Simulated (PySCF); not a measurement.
The calculation's input:

```
mol = gto.M(atom='''
Hg     0.01295     0.00000     0.34261
O      1.88864     0.00000     0.28608
F     -2.00817     0.00000     0.41223''',
    basis={'Hg': 'def2-SVP', 'O': 'def2-SVP', 'F': 'def2-SVP'},
    ecp={'Hg': 'def2-SVP'},
    charge=-1, spin=0)
mf = dft.RKS(mol, xc='PBE0')
mf.grids.atom_grid = (75, 302)  # f atoms: at least (60, 302), unpruned
mf = mf.density_fit()  # Hg def2-universal-JKFIT, O def2-universal-JKFIT, F def2-universal-JKFIT
mf.conv_tol = 1e-09; mf.max_cycle = 55
mf.kernel(dm0)
```

Launched as:

```sh
OMP_NUM_THREADS=2 python run.py
```

Core potentials replace the inner electrons of Hg.

The calculation used PySCF, RKS PBE0, Hg def2-SVP with ECP60, O def2-SVP, F def2-SVP; non-relativistic Hamiltonian with scalar-relativistic core potentials where named; density fitting.

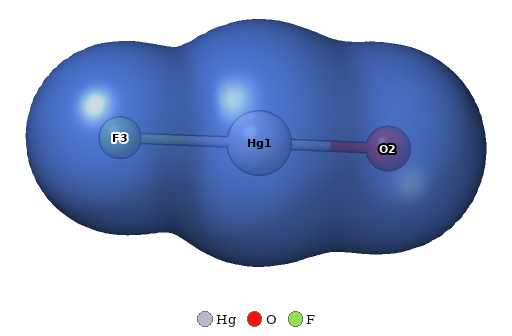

FHgO (charge −1). Isosurface of the electron density at 0.05 e/Å³ (blue), seen from one side.

**What does this surface tell about the bonding?**

At this value the surface is in one piece. It bridges the sampled Hg–O (1.88 Å) and Hg–F (2.02 Å) contacts, where the density stays above the isovalue. On the grid the lowest density along these lines, outside the cores, is 1.1 e/Å³ (Hg–O, 1.88 Å) and 0.7 e/Å³ (Hg–F, 2.02 Å).
